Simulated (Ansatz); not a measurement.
# Calculations on CH7BO

**1. Relaxation**

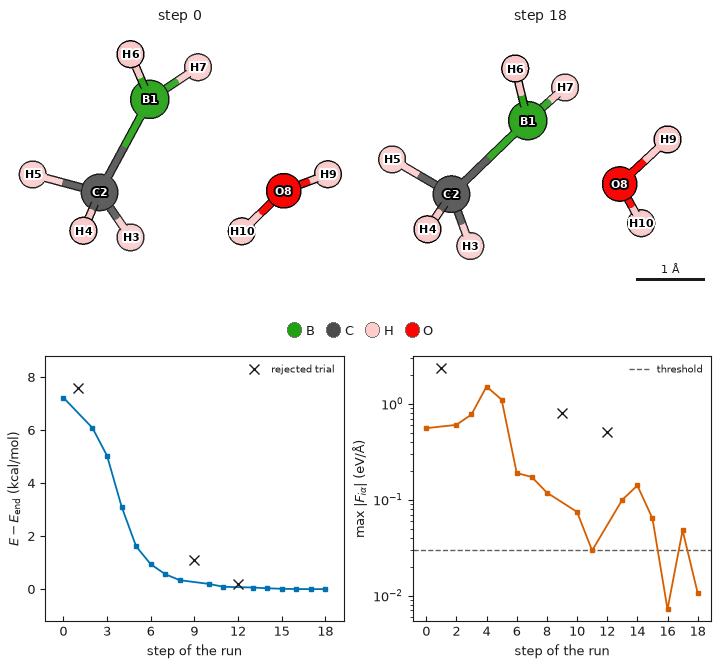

First and last geometry of a relaxation of CH₇BO, with the history of the run. A ball-and-stick model, seen at a tilt.

The run prepares an end point of a later path (reaction) calculation, from a guessed geometry.

These are results of RKS revPBE/def2-mTZVP in Ansatz, not measurements. (no spin polarisation; force threshold 0.03 eV/Å; at most 50 steps)

Q: Did the run converge, and what did it change?

A: It converged. The atom that moves furthest after the best rigid fit is H9 (0.83 Å). By element the largest moves are H 0.83 Å, O 0.43 Å, B 0.42 Å, C 0.13 Å. Among the contacts that change: B1–O8 2.600 → 1.802 Å, B1–H7 1.207 → 1.221 Å, O8–H10 0.991 → 0.979 Å, B1–H6 1.205 → 1.215 Å. Bond angles that change, for instance: H6–B1–H7 118.7° → 114.5°, C2–B1–H7 120.3° → 116.9°, C2–B1–H6 120.2° → 117.5°. The energy falls by 7.23 kcal/mol in 15 accepted moves (18 points after the start). Largest force component: 0.56 eV/Å at the start, 0.011 eV/Å at the end. The line search rejected the trial steps at points 1, 9, 12 of the run. The forces were under the threshold at step 11, but the run went on from there. Cost: 44 s on 1 thread of Arm Neoverse V1, with other jobs on the host, peak memory 0.13 GiB.

Limits of the set-up: the start holds two separate molecules, 2.2 Å apart at their closest, whose relative position is a soft coordinate and is computed without a dispersion correction.

**2. Relaxation**

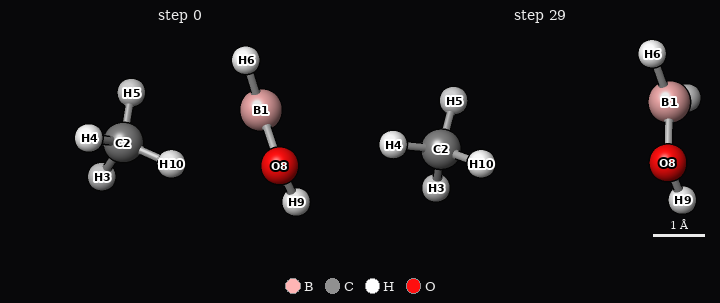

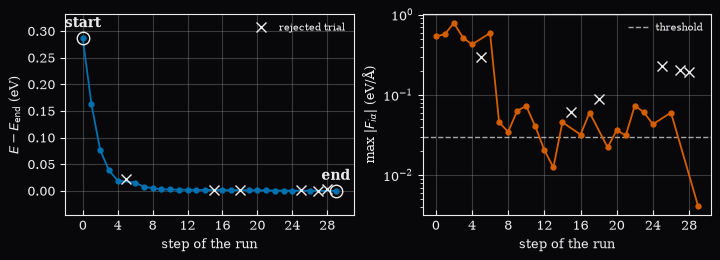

First and last geometry of a relaxation of CH7BO, with the history of the run. The picture is a ball-and-stick view, seen at a tilt.

The run prepares an end point of a later path (reaction) calculation, from a guessed geometry.

Level of theory: RKS revPBE/def2-mTZVP (Ansatz). Settings: no spin polarisation; force threshold 0.03 eV/Å; at most 50 steps.

Did the run converge, and what did it change?

It converged. Over 23 accepted moves (29 points after the start) the energy falls by 0.287 eV. Largest force component: 0.54 eV/Å at the start, 0.0041 eV/Å at the end. The line search rejected the trial steps at points 5, 15, 18, 25, 27, 28 of the run. The forces were under the threshold at step 12, but the run went on from there. The largest move after the best rigid fit is that of an H atom, 1.26 Å. Largest moves by element: H 1.26 Å, B 0.97 Å, C 0.85 Å, O 0.58 Å. Among the contacts that change: B–O 1.391 → 1.367 Å. Among the angles between lasting bonds that change: B–O–H 110.6° → 112.7°. Cost: 63 s on 1 thread of Arm Neoverse V1 (shared host), peak memory 0.12 GiB.

| step | E − E(0), eV | largest force component, eV/Å | note |
| --- | --- | --- | --- |
| 0 | 0.0000 | 0.5381 |  |
| 1 | -0.1242 | 0.5713 |  |
| 2 | -0.2099 | 0.7892 |  |
| 3 | -0.2479 | 0.5197 |  |
| 4 | -0.2673 | 0.4265 |  |
| 5 | -0.2634 | 0.3011 | rejected |
| 6 | -0.2709 | 0.5911 |  |
| 7 | -0.2790 | 0.0458 |  |
| 8 | -0.2814 | 0.0347 |  |
| 9 | -0.2835 | 0.0636 |  |
| 10 | -0.2839 | 0.0729 |  |
| 11 | -0.2845 | 0.0406 |  |
| 12 | -0.2846 | 0.0206 |  |
| 13 | -0.2847 | 0.0125 |  |
| 14 | -0.2848 | 0.0458 |  |
| 15 | -0.2848 | 0.0608 | rejected |
| 16 | -0.2850 | 0.0321 |  |
| 17 | -0.2851 | 0.0605 |  |
| 18 | -0.2849 | 0.0892 | rejected |
| 19 | -0.2854 | 0.0222 |  |
| 20 | -0.2855 | 0.0366 |  |
| 21 | -0.2857 | 0.0313 |  |
| 22 | -0.2859 | 0.0740 |  |
| 23 | -0.2860 | 0.0609 |  |
| 24 | -0.2862 | 0.0432 |  |
| 25 | -0.2851 | 0.2297 | rejected |
| 26 | -0.2863 | 0.0603 |  |
| 27 | -0.2859 | 0.2050 | rejected |
| 28 | -0.2834 | 0.1960 | rejected |
| 29 | -0.2866 | 0.0041 |  |

**3. Path**

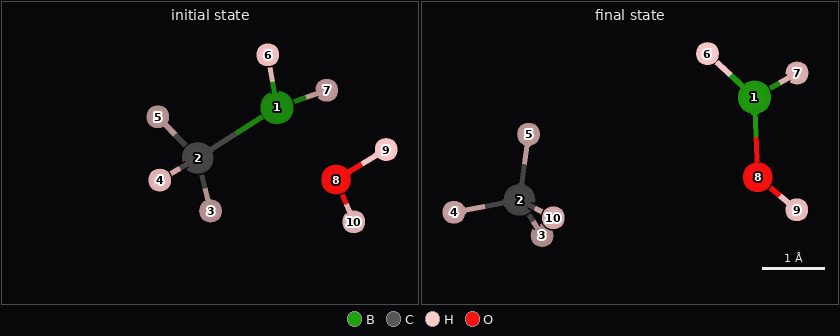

The two relaxed end points of a path for CH₇BO. Style: ball-and-stick. Shown at a tilt.

Theory: Ansatz 0.2.0, RKS revPBE/def2-mTZVP.

Settings: 9 movable images; climbing image; force threshold 0.03 eV/Å; iteration limit 60.

Start:
```xyz
10

B    -0.0437   -0.1666    0.3865
C     0.1104    0.2988    1.9083
H    -0.7471    0.0420    2.5583
H     1.0270   -0.0732    2.3974
H     0.1756    1.4024    1.9295
H     0.9270   -0.0548   -0.3354
H    -1.1105    0.0684   -0.1585
O    -0.1141   -1.9650    0.4706
H    -0.2656   -2.2438   -0.4549
H    -0.9499   -2.1746    0.9350
```

End:
```xyz
10

B    -0.1401   -0.7754   -1.3578
C     0.1296    0.1654    3.1592
H    -0.8966    0.0306    3.5261
H     0.8102    0.2807    4.0131
H     0.1785    1.0640    2.5301
H     0.9500   -0.2699   -1.4021
H    -1.1382   -0.2204   -1.7518
O    -0.2025   -2.0351   -0.8298
H    -1.1093   -2.3951   -0.8195
H     0.4275   -0.7112    2.5693
```

**Predict the minimum-energy path and its barrier.**

Forward barrier 24.5 kcal/mol, backward barrier 51.9 kcal/mol, with image 3 at the top; the reaction energy is −27.4 kcal/mol. Breaking: B1–C2 (1.60 → 1.80 at the top → 4.62 Å), O8–H10 (0.98 → 1.27 at the top → 3.70 Å). Forming: B1–O8 (1.80 → 1.61 at the top → 1.37 Å), C2–H10 (2.86 → 1.40 at the top → 1.10 Å). The band is converged. At the top, the vibrational analysis gives one imaginary mode (1279i cm⁻¹), as a transition state must have.

Energies of the converged images:

| image | path (Å) | E (kcal/mol) |
| --- | --- | --- |
| 0 | 0.00 | 0.0 |
| 1 | 0.72 | 0.4 |
| 2 | 1.45 | 4.1 |
| 3 | 2.17 | 24.5 |
| 4 | 2.81 | -4.1 |
| 5 | 3.46 | -20.0 |
| 6 | 4.10 | -25.0 |
| 7 | 4.75 | -26.7 |
| 8 | 5.39 | -27.2 |
| 9 | 6.04 | -27.4 |
| 10 | 6.68 | -27.4 |

The geometry at the top of the path:

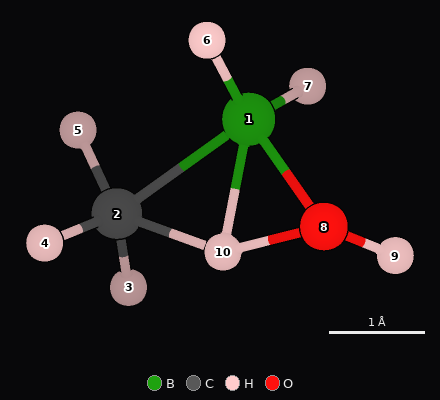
